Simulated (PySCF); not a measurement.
Molecule: C₉H₁₁F, SMILES CC(C)(F)c1ccccc1.

```xyz
21

C     -2.0756     0.8494     0.9491
C     -1.4541     0.2017    -0.2778
C     -2.0721    -1.1492    -0.6013
F     -1.7438     1.0365    -1.3549
C      0.0562     0.1051    -0.1477
C      0.8890     0.8018    -1.0257
C      2.2756     0.7144    -0.9049
C      2.8473    -0.0695     0.0943
C      2.0217    -0.7684     0.9747
C      0.6372    -0.6809     0.8543
H     -1.8959     0.2450     1.8492
H     -1.6384     1.8452     1.1074
H     -3.1612     0.9559     0.8072
H     -1.8882    -1.8722     0.2056
H     -3.1583    -1.0414    -0.7369
H     -1.6359    -1.5463    -1.5287
H      0.4379     1.4144    -1.8069
H      2.9135     1.2657    -1.6001
H      3.9336    -0.1375     0.1882
H      2.4589    -1.3868     1.7624
H      0.0048    -1.2351     1.5533
```

Simulated rotational absorption lines between 6 and 18 GHz at 2 K: rigid rotor with the equilibrium constants and dipole of one optimised conformer (PBE0-D3(BJ)/def2-SVP, PySCF), commonest isotopes; no centrifugal distortion, hyperfine structure, internal rotation or nuclear-spin weights; lines within 1 MHz of each other are summed.

**What are the rotational constants, and what kind of rotor is it?**

Rotational constants A, B, C = 2.634, 0.9491, 0.8213 GHz; Ray's κ = −0.86, an asymmetric top on the prolate side.

**Which dipole components drive the lines?**

|μa|, |μb|, |μc| = 0.31, 1.52, 0.01 D; b-type lines carry 95 % of the intensity in this range.

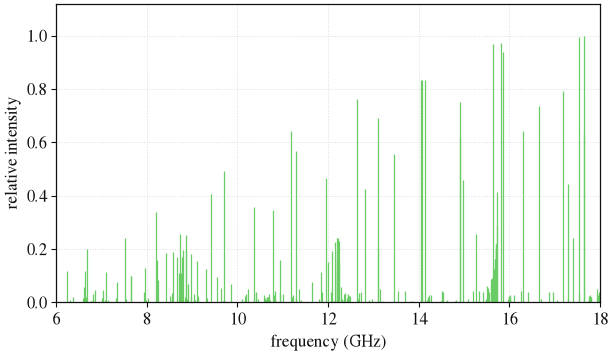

Caveats: coarse grid, loose stop and no frequency check, small forces are noise and the end may be a saddle.
